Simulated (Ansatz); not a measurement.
# MoS2: from the start to rest

Aim: in MoS2, a structure type of another compound, with these elements put in, relax cell and atoms, then read levels, charges and fields where it ends.

Computed, not measured: Ansatz 0.2.0, DFT, r2SCAN, no spin polarisation, plane waves, PAW.

### 1 Geometry

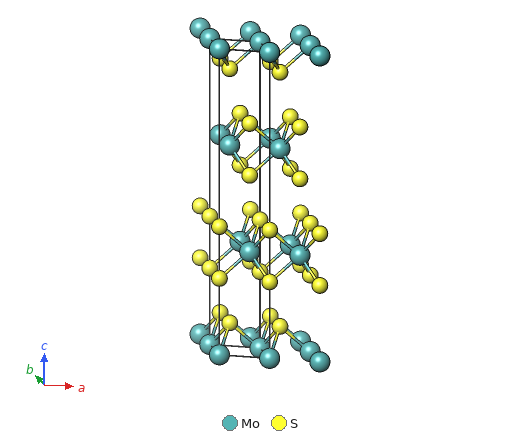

The cell, seen slightly off an axis (molybdenum teal, sulfur yellow). 2×2×1 cells are drawn. The cell drawn here is the conventional one.

The structure is trigonal, space group R3m (No. 160). The conventional cell has a = 3.139 Å, b = 3.139 Å, c = 18.376 Å, α = 90.00°, β = 90.00°, γ = 120.00°. Around Mo (site symmetry 3m) lie 6 S at 2.38 to 2.40 Å. S (site symmetry 3m) is surrounded by 3 Mo at 2.38 Å. S (site symmetry 3m) is surrounded by 3 Mo at 2.40 Å.

Coordinates:

```
Mo S
1.0
     3.13856    0.00000    0.00000
    -1.56928    2.71807    0.00000
     0.00000   -1.81204    6.12538
Mo S
1 2
Direct
  0.00000 0.00000 0.00000
  0.24970 0.49940 0.74910
  0.41900 0.83800 0.25700
```

The first density is read from a saved solution for the starting cell.

### 2 The relaxation

Input file input.yaml:

```yaml
crystal:
  lattice:
    - [3.138555, 0.0, 0.0]
    - [-1.569278, 2.718071, 0.0]
    - [0.0, -1.812044, 6.125381]
  atoms:
    - { symbol: Mo, position: [0.0, 0.0, 0.0] }
    - { symbol: S, position: [0.2497, 0.4994, 0.7491] }
    - { symbol: S, position: [0.419, 0.838, 0.257] }
  symmetry: { tolerance: 0.0003 }
kpoints:
  mp_grid: { grid: [8, 8, 8], shift: [0, 0, 0] }
magnetization:
  spin_polarized: false
scf:
  occupations: { method: fermi_dirac, width: 0.0515 }
  lower_state_search: "off"
hamiltonian:
  pseudopotentials: { kind: paw }
  xc: r2scan
basis:
  ecutwfc: 500
  fft_grid_basis: typed
relax:
  max_steps: 60
  cell: { p_target: 0.0 }
output:
  forces: true
  stress: true
  eigenvalues: true
  bader: true
  populations: true
  elf: true
  write_potential: true
  volumetric_format: npy
  dos:
    e_range: [-12, 8]
    de: 0.05
    projected: { site_lists: { Mo: [Mo], S: [S] } }
checkpoint:
  read: saved_state
```

Started as:

```console
> ansatz run input.yaml --threads 2 --pin off --max-ram 3584MiB --backend cpu --events-out ev --progress --plain --runs-dir out
```

The program printed:

```text
Warning: crystal.lattice misses the space group found at crystal.symmetry.tolerance 3.0e-4 in a digit that the deck types, which is why this is a warning: making the lattice exact moves one of its numbers by a whole unit of that number's last typed decimal, or more. The operation that it misses by the most changes a squared length by the fraction 2.07e-6. The run uses the lattice that is a stretch of the typed one, with no rotation, onto the one that keeps every operation to a double's rounding (on a very oblique basis the stretch itself rounds by more); the deck's lattice vector that moved farthest moved by 1.74e-6 Å. To run the lattice as typed, set crystal.symmetry.tolerance under 3.83e-7, the least fraction by which an operation that the lattice misses changes a squared length (the same key also sets how far an atom may lie from its image, so lowering it can lose operations that the atoms keep only within it), or set crystal.symmetry.detect: false (a key that needs symmetry detection or time reversal refuses this as the deck is read). crystal.lattice made exact, in Å and degrees: [[3.1385565235268977, 2.886751460396043e-7, 8.539748937739087e-8], [-1.5692785117634387, 2.7180695362499927, -7.822633622273545e-7], [2.9488023405244024e-14, -1.8120447870587895, 6.125381493043766]]. Pasted over the deck's crystal.lattice, beside positions in fractional coordinates, it runs the same cell (given as lengths and angles, that cell in the form's own orientation, a rigid turn of the misfit's size from the one run here, for which a checkpoint.post_process_only pass over this run's state can be refused: where this run relaxes nothing, give such a pass this deck's own crystal.lattice, as typed; behind a relaxation, as crystal.lattice, the state's own cell, identity.cell in its checkpoint.json), and a matrix so pasted ends this notice, except on a very skew basis of the lattice, where the rounding of the pasted numbers themselves can read as a misfit: the cell is then moved again, and that move is told again. The lattice as run is in this notice's lattice.as_run_ang field (Run.prep()["deck_notices"] in Python, the deck_notice line of an events file, deck_notices of ansatz run --dry-run=json, or deck_notices in record.json in the deck's checkpoint.write directory).
Warning: RAYON_NUM_THREADS=2 ignored (pool sized by the plan → 2); use --threads N
Engine: ansatz 0.2.0, aarch64-unknown-linux-gnu
Pseudopotentials: kind: paw
Pseudopotential: Mo, paw, valence charge 14, recommended cutoff 500 eV (meta_gga), Mo.paw.azcp
Pseudopotential: S, paw, valence charge 6, recommended cutoff 500 eV (meta_gga), S.paw.azcp
Functional definition: r2SCAN
  parameter k0 = 0.174
  parameter k1 = 0.065
  parameter a1 = 4.9479
  exchange = r2scan_x(k0 = k0, k1 = k1, a1 = a1)
  correlation = r2scan_c
Crystal: 3 atoms, lattice volume = 52.254 Å³
Basis set: ecut = 500 eV, 1307 PW (Γ), exchange–correlation on 96×96×192 points (64 copies of the dense FFT grid, shifted against one another)
Bands: 17, of which v1, the nominal top of the filled ones, is band 13 counted from 1 (12 counted from 0)
Symmetry: 6 space group operations
Space group: R3m (ITA 160), of the structure as read, at distance tolerance 1.1e-3 Å
k-points: 65 of 512 (time reversal used)
Non-local potential: Mo, projectors of the file, l = 0: 3, l = 1: 2, l = 2: 2, l = 3: 1
Non-local potential: S, projectors of the file, l = 0: 2, l = 1: 2, l = 2: 2
PAW form: soft (Blöchl's): semilocal exchange-correlation on the pseudo side does not see the compensation charge
PAW frozen core: Mo, regenerated for the run's functional (the file was generated under x = pbe(κ = 0.804, μ = 0.2195149727645171), c = pbe(β = 0.06672455060314922))
PAW frozen core: S, regenerated for the run's functional (the file was generated under x = pbe(κ = 0.804, μ = 0.2195149727645171), c = pbe(β = 0.06672455060314922))
PAW one-centre angular grid: Mo, 590 points (default); XC on 160 Gauss nodes
PAW one-centre angular grid: S, 302 points (default); XC on 160 Gauss nodes
Initial density: read from a saved state, or passed on in memory by an earlier SCF of this step, an earlier step, the calling program or the single point that the run made first
Initial wavefunctions: pseudopotential atomic-orbital guess
Functional: x = r2scan, c = r2scan; τ floored in thin density (d = 2e-4 eV/Å³)
iter 1 solved again at ethr=2.76e-7 eV; its pass at ethr=3.10e-3 eV (dr2=7.18e-5 eV) is discarded
SCF iter   1: F=-6782.109227 eV  HF=-6782.103782 eV  |F-HF|=5.45e-3  |Δ(HF+E_count)|=         —  Δρ=1.16e-3  dr2=1.16e-4  dr2_τ=2.10e-3  ethr=2.76e-7  ⟨swp⟩=3.2  Hψ=9834  notcnv=0
preconditioner: auto → none  [insulator: Δε(μ)=1.117 eV  Ē_g=8.723 eV  σ=0.051 eV  W_gap=1.00  n_scr=16 (ndim 8)  ℏωp=21.8 eV  f_vac=0.013  D(μ)=0.00/eV (n_scr^D=0)  ε∞_Penn≈7.2]
SCF iter   2: F=-6782.109308 eV  HF=-6782.109275 eV  |F-HF|=3.22e-5  |Δ(HF+E_count)|=   5.49e-3  Δρ=7.26e-4  dr2=3.08e-4  dr2_τ=7.79e-5  ethr=2.76e-7  ⟨swp⟩=3.0  Hψ=2434  notcnv=0  recentre
SCF iter   3: F=-6782.109524 eV  HF=-6782.109081 eV  |F-HF|=4.43e-4  |Δ(HF+E_count)|=   1.94e-4  Δρ=7.30e-4  dr2=3.59e-5  dr2_τ=9.83e-5  ethr=2.76e-7  ⟨swp⟩=2.8  Hψ=2071  notcnv=0
SCF iter   4: F=-6782.109548 eV  HF=-6782.109517 eV  |F-HF|=3.09e-5  |Δ(HF+E_count)|=   4.36e-4  Δρ=1.90e-4  dr2=3.98e-6  dr2_τ=6.63e-6  ethr=1.38e-7  ⟨swp⟩=2.0  Hψ=1690  notcnv=0
SCF iter   5: F=-6782.109550 eV  HF=-6782.109550 eV  |F-HF|=4.97e-7  |Δ(HF+E_count)|=   3.33e-5  Δρ=2.95e-5  dr2=2.59e-7  dr2_τ=7.72e-8  ethr=1.53e-8  ⟨swp⟩=2.0  Hψ=1690  notcnv=0
SCF iter   6: F=-6782.109551 eV  HF=-6782.109551 eV  |F-HF|=6.78e-9  |Δ(HF+E_count)|=   5.80e-7  Δρ=1.38e-5  dr2=1.25e-7  dr2_τ=8.86e-9  ethr=3.85e-10  ⟨swp⟩=10.5  Hψ=8589  notcnv=0
SCF iter   7: F=-6782.109551 eV  HF=-6782.109551 eV  |F-HF|=1.59e-8  |Δ(HF+E_count)|=   5.58e-8  Δρ=6.20e-6  dr2=8.36e-9  dr2_τ=1.46e-9  ethr=3.85e-10  ⟨swp⟩=9.0  Hψ=6893  notcnv=0
SCF 1 converged in 7 iterations: F = -6782.109551 eV  dr2 = 8.36e-9
relax step   1: F+E_penalty+E_count = -6782.10955063 eV  Δ(F+E_penalty+E_count) = +0.000e0 eV  max|allowed force component| = 5.922e-1 eV/Å  Δτ_max = 0.0000 Å  P = +4.992 GPa  Ω = 52.254 Å³  (7 SCF iters, dr2 threshold 1.00e-7 eV, accepted)
Crystal: 3 atoms, lattice volume = 59.013 Å³
Basis set: ecut = 500 eV, 1493 PW (Γ), exchange–correlation on 96×96×192 points (64 copies of the dense FFT grid, shifted against one another)
Initial density: handed on by an earlier stage of this run
Initial wavefunctions: those handed on with the density
iter 1 solved again at ethr=4.38e-4 eV; its pass at ethr=3.10e-3 eV (dr2=1.14e-1 eV) is discarded
SCF iter   1: F=-6782.019051 eV  HF=-6781.548658 eV  |F-HF|=4.70e-1  |Δ(HF+E_count)|=         —  Δρ=1.09e-2  dr2=1.16e-1  dr2_τ=3.79e-1  ethr=4.38e-4  ⟨swp⟩=1.0  Hψ=7672  notcnv=0
preconditioner: auto → none  [insulator: Δε(μ)=0.731 eV  Ē_g=8.375 eV  σ=0.051 eV  W_gap=1.00  n_scr=16 (ndim 8)  ℏωp=20.5 eV  f_vac=0.089  D(μ)=0.00/eV (n_scr^D=0)  ε∞_Penn≈7.0]
SCF iter   2: F=-6781.958643 eV  HF=-6782.111197 eV  |F-HF|=1.53e-1  |Δ(HF+E_count)|=   5.63e-1  Δρ=1.12e-2  dr2=1.84e-1  dr2_τ=5.96e-3  ethr=4.38e-4  ⟨swp⟩=3.0  Hψ=2578  notcnv=0
SCF iter   3: F=-6782.059636 eV  HF=-6782.092252 eV  |F-HF|=3.26e-2  |Δ(HF+E_count)|=   1.89e-2  Δρ=6.27e-3  dr2=4.08e-2  dr2_τ=5.36e-3  ethr=4.38e-4  ⟨swp⟩=2.9  Hψ=2407  notcnv=0
SCF iter   4: F=-6782.086810 eV  HF=-6782.088144 eV  |F-HF|=1.33e-3  |Δ(HF+E_count)|=   4.11e-3  Δρ=2.71e-3  dr2=3.77e-3  dr2_τ=2.59e-4  ethr=1.57e-4  ⟨swp⟩=2.3  Hψ=1812  notcnv=0
SCF iter   5: F=-6782.088045 eV  HF=-6782.088779 eV  |F-HF|=7.34e-4  |Δ(HF+E_count)|=   6.35e-4  Δρ=8.77e-4  dr2=9.85e-4  dr2_τ=4.26e-5  ethr=1.45e-5  ⟨swp⟩=2.3  Hψ=1866  notcnv=0
SCF iter   6: F=-6782.088695 eV  HF=-6782.088691 eV  |F-HF|=3.95e-6  |Δ(HF+E_count)|=   8.83e-5  Δρ=3.63e-4  dr2=4.64e-5  dr2_τ=4.50e-6  ethr=3.79e-6  ⟨swp⟩=2.3  Hψ=1775  notcnv=0
SCF iter   7: F=-6782.088703 eV  HF=-6782.088702 eV  |F-HF|=6.86e-7  |Δ(HF+E_count)|=   1.13e-5  Δρ=8.48e-5  dr2=2.84e-6  dr2_τ=7.63e-7  ethr=1.79e-7  ⟨swp⟩=2.7  Hψ=1872  notcnv=0
SCF iter   8: F=-6782.088704 eV  HF=-6782.088704 eV  |F-HF|=9.21e-8  |Δ(HF+E_count)|=   1.62e-6  Δρ=1.88e-5  dr2=9.67e-8  dr2_τ=1.73e-8  ethr=1.15e-9  ⟨swp⟩=9.0  Hψ=9000  notcnv=0
SCF 2 converged in 8 iterations: F = -6782.088704 eV  dr2 = 9.67e-8
relax step   2: F+E_penalty+E_count = -6782.08870397 eV  Δ(F+E_penalty+E_count) = +2.085e-2 eV  max|allowed force component| = 7.120e-1 eV/Å  Δτ_max = 0.1340 Å  P = -0.941 GPa  Ω = 59.013 Å³  energy of the carried Pulay correction = -1.560e-3 eV  (8 SCF iters, dr2 threshold 3.00e-7 eV, rejected (line search))
Crystal: 3 atoms, lattice volume = 55.240 Å³
Basis set: ecut = 500 eV, 1409 PW (Γ), exchange–correlation on 96×96×192 points (64 copies of the dense FFT grid, shifted against one another)
iter 1 solved again at ethr=1.57e-4 eV; its pass at ethr=3.10e-3 eV (dr2=4.08e-2 eV) is discarded
SCF iter   1: F=-6782.126016 eV  HF=-6782.121298 eV  |F-HF|=4.72e-3  |Δ(HF+E_count)|=         —  Δρ=6.85e-3  dr2=4.21e-2  dr2_τ=1.10e-1  ethr=1.57e-4  ⟨swp⟩=1.0  Hψ=7614  notcnv=0
preconditioner: auto → none  [insulator: Δε(μ)=1.101 eV  Ē_g=8.539 eV  σ=0.051 eV  W_gap=1.00  n_scr=16 (ndim 8)  ℏωp=21.2 eV  f_vac=0.016  D(μ)=0.00/eV (n_scr^D=0)  ε∞_Penn≈7.2]
SCF iter   2: F=-6782.104114 eV  HF=-6782.162455 eV  |F-HF|=5.83e-2  |Δ(HF+E_count)|=   4.12e-2  Δρ=6.74e-3  dr2=6.90e-2  dr2_τ=2.16e-3  ethr=1.57e-4  ⟨swp⟩=2.9  Hψ=2506  notcnv=0
SCF iter   3: F=-6782.142701 eV  HF=-6782.155320 eV  |F-HF|=1.26e-2  |Δ(HF+E_count)|=   7.14e-3  Δρ=3.87e-3  dr2=1.54e-2  dr2_τ=1.78e-3  ethr=1.57e-4  ⟨swp⟩=2.5  Hψ=2118  notcnv=0
SCF iter   4: F=-6782.153411 eV  HF=-6782.153857 eV  |F-HF|=4.46e-4  |Δ(HF+E_count)|=   1.46e-3  Δρ=1.74e-3  dr2=1.32e-3  dr2_τ=7.84e-5  ethr=5.93e-5  ⟨swp⟩=1.1  Hψ=1810  notcnv=0
SCF iter   5: F=-6782.153978 eV  HF=-6782.154034 eV  |F-HF|=5.65e-5  |Δ(HF+E_count)|=   1.77e-4  Δρ=3.90e-4  dr2=1.01e-4  dr2_τ=4.59e-6  ethr=5.08e-6  ⟨swp⟩=2.6  Hψ=1764  notcnv=0
SCF iter   6: F=-6782.154032 eV  HF=-6782.154040 eV  |F-HF|=7.91e-6  |Δ(HF+E_count)|=   6.06e-6  Δρ=1.38e-4  dr2=1.34e-5  dr2_τ=7.64e-7  ethr=3.89e-7  ⟨swp⟩=2.3  Hψ=1906  notcnv=0
SCF iter   7: F=-6782.154037 eV  HF=-6782.154037 eV  |F-HF|=1.99e-7  |Δ(HF+E_count)|=   3.02e-6  Δρ=4.34e-5  dr2=5.45e-7  dr2_τ=1.37e-7  ethr=5.14e-8  ⟨swp⟩=2.1  Hψ=1814  notcnv=0
SCF iter   8: F=-6782.154039 eV  HF=-6782.154039 eV  |F-HF|=3.10e-8  |Δ(HF+E_count)|=   1.29e-6  Δρ=1.44e-5  dr2=4.66e-8  dr2_τ=5.79e-9  ethr=2.10e-9  ⟨swp⟩=2.4  Hψ=1871  notcnv=0
SCF iter   9: F=-6782.154039 eV  HF=-6782.154039 eV  |F-HF|=7.93e-10  |Δ(HF+E_count)|=   4.04e-8  Δρ=2.20e-6  dr2=1.51e-9  dr2_τ=2.14e-10  ethr=1.79e-10  ⟨swp⟩=2.0  Hψ=1711  notcnv=0
SCF iter  10: F=-6782.154039 eV  HF=-6782.154039 eV  |F-HF|=6.37e-11  |Δ(HF+E_count)|=   1.39e-9  Δρ=4.11e-7  dr2=4.92e-11  dr2_τ=7.42e-12  ethr=5.80e-12  ⟨swp⟩=2.0  Hψ=1863  notcnv=0
SCF iter  11: F=-6782.154039 eV  HF=-6782.154039 eV  |F-HF|=1.82e-12  |Δ(HF+E_count)|=  7.82e-11  Δρ=1.02e-7  dr2=4.83e-12  dr2_τ=7.65e-13  ethr=1.00e-12  ⟨swp⟩=6.8  Hψ=5351  notcnv=0
SCF 3 converged in 11 iterations: F = -6782.154039 eV  dr2 = 4.83e-12
relax step   3: F+E_penalty+E_count = -6782.15403860 eV  Δ(F+E_penalty+E_count) = -4.449e-2 eV  max|allowed force component| = 1.033e-1 eV/Å  Δτ_max = 0.0467 Å  P = +0.146 GPa  Ω = 55.240 Å³  energy of the carried Pulay correction = -7.130e-4 eV  (11 SCF iters, accepted)
Crystal: 3 atoms, lattice volume = 56.100 Å³
Basis set: ecut = 500 eV, 1415 PW (Γ), exchange–correlation on 96×96×192 points (64 copies of the dense FFT grid, shifted against one another)
iter 1 solved again at ethr=7.92e-6 eV; its pass at ethr=3.10e-3 eV (dr2=2.06e-3 eV) is discarded
SCF iter   1: F=-6782.156296 eV  HF=-6782.141710 eV  |F-HF|=1.46e-2  |Δ(HF+E_count)|=         —  Δρ=2.23e-3  dr2=2.33e-3  dr2_τ=1.13e-2  ethr=7.92e-6  ⟨swp⟩=2.0  Hψ=8286  notcnv=0
```

[end of part 1 of 2]
